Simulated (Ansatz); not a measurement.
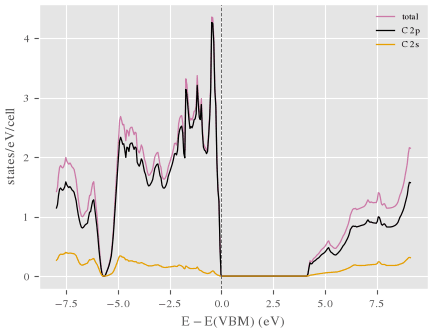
*Total and projected density of states of C in space group P6_122 (No. 178; C on 6b), PBE (plane waves, PAW; program Ansatz)*

**Question.** Which orbitals carry the states next to the gap?

**Answer.** Top 1 eV of the valence band: C 2p 98 %. Bottom 1 eV of the conduction band: C 2p 82 %, C 2s 10 %, outside the projected shells 8 %. Projections are on Löwdin-orthogonalised atomic valence shells; empty p or d shells of many metals are not among them.

**Question.** Where is the tallest occupied peak in this window, and what makes it?

**Answer.** Near -0.5 eV, about 4.4 states/eV per cell; the largest projected share is C 2p.

The start of the workflow was typed in or built on a structure type; neither database checked (COD, Materials Project) lists it. It is not the phase usual at ambient conditions (space group No. 194, 227). Symmetry was held in the PBE relaxation; its stability against distortions is not shown here.

Potentials: the earlier of the program's two PAW sets.
